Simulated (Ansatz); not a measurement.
Input

```
crystal:
  lattice:
    - [5.48, 0.0, 0.0]
    - [-4.11, 7.118729, 0.0]
    - [0.0, 0.0, 4.32646]
  atoms:
    - { symbol: Os, position: [0.0, 0.0, 0.0] }
    - { symbol: Os, position: [0.1666667, 0.2222222, 0.5] }
    - { symbol: Os, position: [0.0, 0.3333333, 0.0] }
    - { symbol: Os, position: [0.1666667, 0.5555556, 0.5] }
    - { symbol: Os, position: [0.0, 0.6666667, 0.0] }
    - { symbol: Os, position: [0.1666667, 0.8888889, 0.5] }
    - { symbol: Os, position: [0.5, 0.0, 0.0] }
    - { symbol: Os, position: [0.6666667, 0.2222222, 0.5] }
    - { symbol: Os, position: [0.5, 0.3333333, 0.0] }
    - { symbol: Os, position: [0.6666667, 0.5555556, 0.5] }
    - { symbol: Os, position: [0.5, 0.6666667, 0.0] }
    - { symbol: Os, position: [0.6666667, 0.8888889, 0.5] }
    - { symbol: Cu, position: [-0.0105346, 0.3363585, 0.3923712] }
basis:
  ecutwfc: 420.0
kpoints:
  mp_grid: { grid: [4, 3, 4] }
hamiltonian:
  xc: pbesol
scf:
  occupations: { method: gaussian, width: 0.15 }
  lower_state_search: "off"
relax:
  f_tol: 0.03
  max_steps: 60
  adjacent_minimum: "off"
output:
  write_density: true
  write_potential: true
  elf: true
  volumetric_format: npy
```

Run with:

```sh
ansatz run input.yaml --threads 4 --pin off --max-ram 10240MiB --backend cpu --events-out ev --progress --plain --runs-dir out
```

The fields are those of the run's last geometry, not of the input's.

Computed without spin polarisation.

Computed with DFT PBEsol, scalar-relativistic, plane waves, PAW (Ansatz 0.2.0).

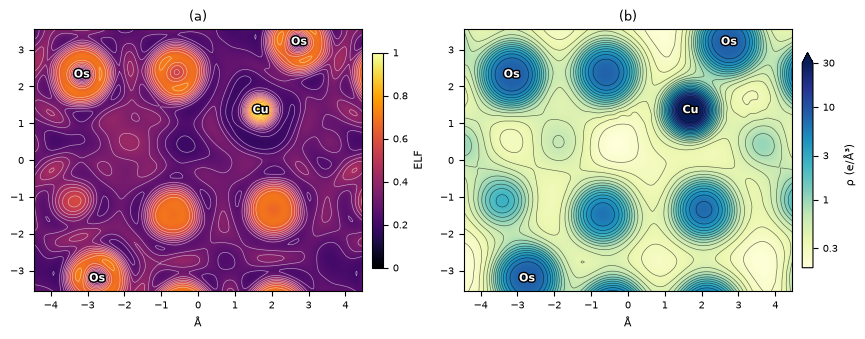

CuOs12 (cell with a defect). (a) ELF; (b) valence electron density on the (101̄) plane of the calculation cell.

Core electrons are frozen (PAW), and the valence fields are smoothed inside the atomic spheres.

### Interpret the plot.

- Atoms in the plane: Os and Cu.
- Atoms just off the plane (Os, 0.3 Å away) can leave unmarked features too.
- Cu–Os (2.13 Å): ρ at the midpoint is about 0.92 e/Å³; the ELF is about 0.30 at the midpoint.
- Between the atoms the lowest density in this plane is 0.18 e/Å³.
- The features right at Os and Cu lie inside the PAW spheres, where the map follows smoothed inner orbitals and isn't to be read closely.
